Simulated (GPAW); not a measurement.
# Near-edge structure at the Rh L₃ edge of YRh (Pm-3m), part 3 of 3

What does one-electron theory with a core hole give for the Rh L₃ edge of YRh (Pm-3m)?

GPAW 26.7.0; X-ray absorption from dipole matrix elements to empty bands, plane-wave PAW LDA.

So far. Step 5 (Spectrum with XCH, Rh atom 1): Main maxima below 30 eV (height): 1.4 eV (1.76), 4.4 eV (1.40), 12.4 eV (1.29), 21.4 eV (0.94) and 29.2 eV (0.92).  Step 6 (Spectrum with FCH, Rh atom 1): The scaled spectrum changes by 3 % r.m.s. The highest intensity below 24 eV stays at 1.4 eV.

## (8) Spectrum with XCH, Rh atom 1

A smaller cell brings the holes closer; here they are 3.4 Å apart.

Changed against the first core-hole run: supercell atoms from 8 to 2; the field's mesh follows (5×5×5 to 7×7×7).

Contents of xas.py:

```python
import numpy as np
from ase import Atoms
from ase.parallel import parprint, paropen
from gpaw import GPAW, PW, FermiDirac, Mixer, MixerDif, setup_paths
from gpaw.test import gen
setup_paths.insert(0, '.')
gen('Rh', name='fch2p', xcname='LDA', corehole=(2, 1, 1), write_xml=True)
from gpaw.mpi import world
world.barrier()

atoms = Atoms('RhY',
    cell=[[3.407, 0, 0],
     [0, 3.407, 0],
     [0, 0, 3.407]],
    scaled_positions=[[0, 0, 0],
     [0.5, 0.5, 0.5]],
    pbc=True)
atoms.calc = calc = GPAW(legacy_gpaw=True, mode=PW(430, force_complex_dtype=True), xc='LDA', setups={0: 'fch2p'},
    kpts={'size': (7, 7, 7), 'gamma': True}, occupations=FermiDirac(0.1),
    charge=-1, mixer=Mixer(0.1, 5, 50), maxiter=150,
    convergence={'density': 0.0001, 'eigenstates': 1e-6}, txt='scf.txt')
energy = atoms.get_potential_energy() + calc.get_reference_energy()
ef = calc.get_fermi_level()
out = dict(energy=energy, fermi=ef, forces=atoms.get_forces().tolist())
parprint(f'all-electron energy {energy:.4f} eV, Fermi level {ef:.4f} eV')
ev = np.array([[calc.get_eigenvalues(k, s) for k in range(len(calc.get_ibz_k_points()))] for s in range(calc.get_number_of_spins())])
out['homo'], out['lumo'], out['counts'] = ev[ev < ef].max(), ev[ev > ef].min(), sorted(set((ev < ef).sum((0, 2)).tolist()))
out['filled'] = (ev[:, 0] < ef).sum(1).tolist()

from ase.units import Ha
from gpaw.xas import dipole_matrix_elements
nb = int(calc.get_number_of_electrons() / 2) + 37
top = nb
nscf = calc.fixed_density(kpts={'size': (8, 8, 8), 'gamma': True},
    convergence={'eigenstates': 1.0}, txt='nscf.txt')
nscf.diagonalize_full_hamiltonian(nbands=nb)
cell = atoms.cell.array
ops = [cell.T @ U.T @ np.linalg.inv(cell.T) for U in nscf.wfs.kd.symmetry.op_scc]
E = np.arange(-6, 34, 0.1)
fwhm = np.interp(E, [4, 25], [2.13, 3.5])
Y, X, zero, highest = 0, 0, 1e9, 1e9
for spin in range(nscf.get_number_of_spins()):
    wfs = nscf.wfs
    mine = wfs.bd.get_slice()  # this rank's bands
    A = dipole_matrix_elements(wfs.setups[0])
    eps = np.zeros((wfs.kd.nibzkpts, nb))
    d = np.zeros((3, A.shape[1], wfs.kd.nibzkpts, nb), complex)
    for kpt in wfs.kpt_u:
        if kpt.s == spin and 0 in kpt.P_ani:
            eps[kpt.k, mine] = kpt.eps_n * Ha
            d[:, :, kpt.k, mine] = (kpt.weight * wfs.nspins / 2) ** 0.5 * np.inner(A, kpt.P_ani[0])
    world.sum(eps)
    world.sum(d)
    T = np.einsum('amkn,bmkn->abkn', d, d.conj()).real
    T = sum(np.einsum('ai,ijkn,bj->abkn', R, T, R) for R in ops) / len(ops)
    empty = eps > ef
    zero, highest = min(zero, eps[empty].min()), min(highest, eps[:, top - 1].min())
    lines = [(eps, T, empty)] if spin == 0 else lines + [(eps, T, empty)]
for eps, T, empty in lines:
    f = np.einsum('aakn->akn', T).reshape(3, -1)
    x = eps.ravel() - zero
    w = np.interp(x, E, fwhm) / 2.35482
    g = np.exp(-0.5 * ((E[:, None] - x) / w) ** 2) / (w * (2 * np.pi) ** 0.5)
    Y = Y + (f * empty.ravel()) @ g.T
    X = X + (f * ~empty.ravel()) @ g.T
out.update(E=E.round(2).tolist(), xas=Y.tolist(), xes=X.tolist(), zero=zero, valid=highest - zero, nk=len(eps), nb=nb)
for i in range(0, len(E), 10):
    parprint(f'{E[i]:7.2f}', *(f'{v:10.3e}' for v in Y[:, i]))
import json
with paropen('out.json', 'w') as f:
    json.dump(out, f)
```

Started as:

```bash
OMP_NUM_THREADS=1 mpirun -n 4 gpaw python xas.py
```

Numbers of over 12 decimals in the logs are rounded to 6 here.

The log of the run:

```text
Input parameters:
  charge: -1
  convergence: {density: 0.0001,
                eigenstates: 1e-06}
  kpts: {gamma: True,
         size: (7, 7, 7)}
  maxiter: 150
  mixer: {backend: pulay,
          beta: 0.1,
          method: separate,
          nmaxold: 5,
          weight: 50}
  mode: {ecut: 430.0,
         force_complex_dtype: True,
         name: pw}
  occupations: {fixmagmom: False,
[...]
*d    :     0.321388
--------------------------------

Diagonalizing with gridspacing h=0.050

state   all-electron     PAW
-------------------------------
5s:      -0.461536    -0.461784
4p:      -2.410246    -2.410403
4d:      -0.678612    -0.679454
*f:                   -0.022353
-------------------------------
all-electron energy -218973.7993 eV, Fermi level 9.3157 eV
[...]
32.00  5.001e-06  5.001e-06  5.001e-06
  33.00  5.053e-06  5.053e-06  5.053e-06
[key lines of the parts left out:]
Converged after 14 iterations.
Dipole moment: (-0.000000, -0.000000, -0.000000) |e|*Ang
Free energy:    -25.859152
Fermi level: 9.31569
```

It took 18 s on 4 MPI ranks of Intel Xeon Platinum 8488C (Sapphire Rapids), shared host; peak memory 0.26 GiB; 72 s of CPU time.

These settings depart from the first run's and aren't meant as converged.

Against the first run the r.m.s. difference is 10 %. The highest intensity below 24 eV goes from 1.4 eV (1.76) to 1.0 eV (1.97).

| E (eV) | first run | this run |
| --- | --- | --- |
| -2.0 | 0.02 | 0.04 |
| -0.5 | 0.55 | 0.77 |
| 1.0 | 1.70 | 1.97 |
| 2.5 | 1.43 | 1.37 |
| 4.0 | 1.37 | 1.41 |
| 5.5 | 1.02 | 0.89 |
| 7.0 | 0.47 | 0.43 |
| 8.5 | 0.52 | 0.53 |
| 10.0 | 0.80 | 0.89 |
| 11.5 | 1.18 | 1.21 |
| 13.0 | 1.25 | 1.13 |
| 14.5 | 0.91 | 0.79 |
| 16.0 | 0.71 | 0.70 |
| 17.5 | 0.82 | 0.83 |
| 19.0 | 0.88 | 0.87 |
| 20.5 | 0.91 | 0.92 |
| 22.0 | 0.93 | 0.90 |
| 23.5 | 0.86 | 0.82 |
| 25.0 | 0.81 | 0.77 |
| 26.5 | 0.79 | 0.77 |
| 28.0 | 0.86 | 0.86 |
| 29.5 | 0.92 | 0.88 |
| 31.0 | 0.84 | 0.82 |

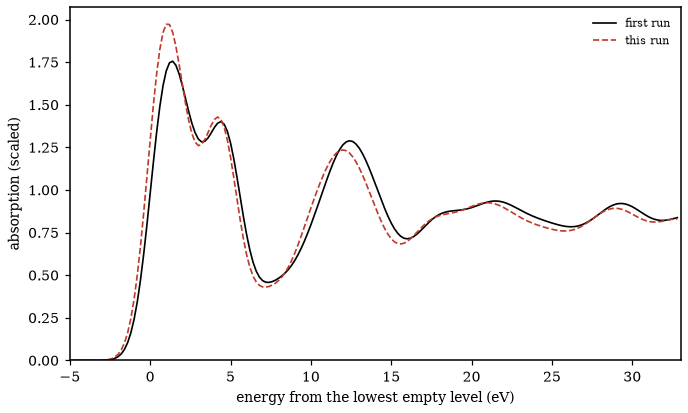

This run beside the first core-hole run.

## (9) With and without the hole

Both curves are counted from their own zero, so only the shift of weight within the empty states shows.

| E (eV) | no hole | XCH |
| --- | --- | --- |
| -2.0 | 0.05 | 0.02 |
| -1.0 | 0.44 | 0.24 |
| 0.0 | 1.36 | 0.98 |
| 1.0 | 2.18 | 1.70 |
| 2.0 | 2.21 | 1.61 |
| 3.0 | 1.55 | 1.30 |
| 4.0 | 1.22 | 1.37 |
| 5.0 | 1.29 | 1.28 |
| 6.0 | 0.95 | 0.74 |
| 7.0 | 0.52 | 0.47 |
| 8.0 | 0.43 | 0.48 |
| 9.0 | 0.48 | 0.59 |
| 10.0 | 0.65 | 0.80 |
| 11.0 | 0.86 | 1.06 |
| 12.0 | 1.04 | 1.27 |
| 13.0 | 1.09 | 1.25 |
| 14.0 | 0.96 | 1.04 |
| 15.0 | 0.75 | 0.81 |
| 16.0 | 0.61 | 0.71 |
| 17.0 | 0.64 | 0.78 |
| 18.0 | 0.71 | 0.86 |
| 19.0 | 0.73 | 0.88 |
| 20.0 | 0.75 | 0.90 |
| 21.0 | 0.78 | 0.93 |
| 22.0 | 0.79 | 0.93 |
| 23.0 | 0.75 | 0.88 |
| 24.0 | 0.71 | 0.84 |
| 25.0 | 0.68 | 0.81 |
| 26.0 | 0.66 | 0.79 |
| 27.0 | 0.65 | 0.80 |
| 28.0 | 0.69 | 0.86 |
| 29.0 | 0.76 | 0.92 |
| 30.0 | 0.78 | 0.90 |
| 31.0 | 0.74 | 0.84 |
| 32.0 | 0.71 | 0.82 |

With each curve scaled to its own mean, the area from −2 to 6 eV with the hole is 8.9 against 10.8, and the centre of weight from −1 to 20 eV moves by +1.0 eV (first and strongest maxima below 20 eV: 1.6 eV (2.32), 4.8 eV (1.30) and 12.8 eV (1.09) without the hole, 1.4 eV (1.76), 4.4 eV (1.40) and 12.4 eV (1.29) with it): the near-edge weight falls against the higher-lying part.

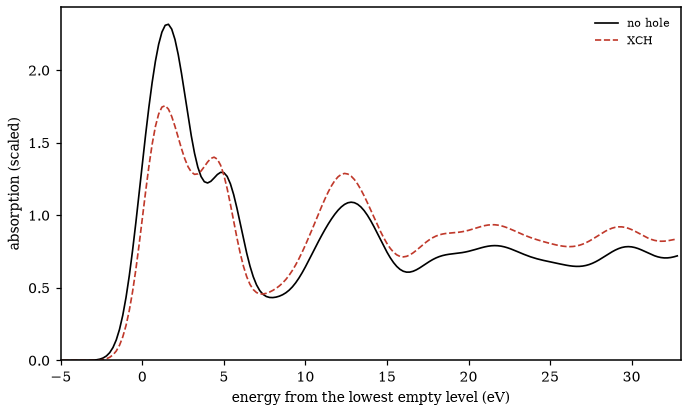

The Rh L₃ edge with and without the core hole, each from its own zero; the highest intensity below 24 eV lies at 1.4 eV with the hole.

## (10) Outcome

| Quantity | Value |
| --- | --- |
| absorber and edge | Rh L₃, atom 1 of the ground-state input (counted from 1) |
| surroundings | 8 Y at 2.95 Å and 6 Rh at 3.41 Å (cube and octahedron, as in bcc, site symmetry m-3m) |
| highest intensity below 24 eV | 1.4 eV above the zero, height 1.76 |

What this shows: The Rh L₃ edge of atom 1, with 8 Y at 2.95 Å and 6 Rh at 3.41 Å (cube and octahedron, as in bcc, site symmetry m-3m), has its highest intensity of the first 24 eV at 1.4 eV above the zero, 1.8 times the mean level of the first 20 eV (Gaussian full width 2.13 eV up to 4 eV, rising linearly to 3.5 eV at 25 eV). With each curve scaled to its own mean, the area from −2 to 6 eV with the hole is 8.9 against 10.8, and the centre of weight from −1 to 20 eV moves by +1.0 eV (first and strongest maxima below 20 eV: 1.6 eV (2.32), 4.8 eV (1.30) and 12.8 eV (1.09) without the hole, 1.4 eV (1.76), 4.4 eV (1.40) and 12.4 eV (1.29) with it): the near-edge weight falls against the higher-lying part. Changing the core hole to FCH alters the shape by 3 % r.m.s., so the result is insensitive to this choice. A cell with holes 3.4 Å apart changes the curve by 10 % r.m.s. (6 % after the best shift). Only the L₃ part is meant: spin–orbit coupling of the core level isn't computed and the L₂ copy isn't added. The script folds with a Gaussian, whereas the core hole's own line is a Lorentzian, so the onset is too steep and the first peak too high. The holes are only 5.9 Å apart, so the shape is probably not converged with cell size; no larger cell was run here. The structure is a published determination, not relaxed.

[Banner, clock and machine lines of the logs are left out without a mark of their own.]

[Logs are printed without paths, hosts, clocks, repeated set-up lines and the standing remarks that a program may print on its own settings, such as how far it seeks lower states.]

[Hosts, paths, dates, database ids (printed as entryN), source tags and the programs' standing remarks are cut or masked in the printed files.]

[Lists of maxima count a maximum above −3 eV only where it reaches 4 % of the highest in the window and stands out from its surroundings by 2 % of it (1.5 % where it reaches 55 %); shoulders and weaker maxima are passed over, and of the rest the first, up to two pre-edge ones and the few strongest are named.]
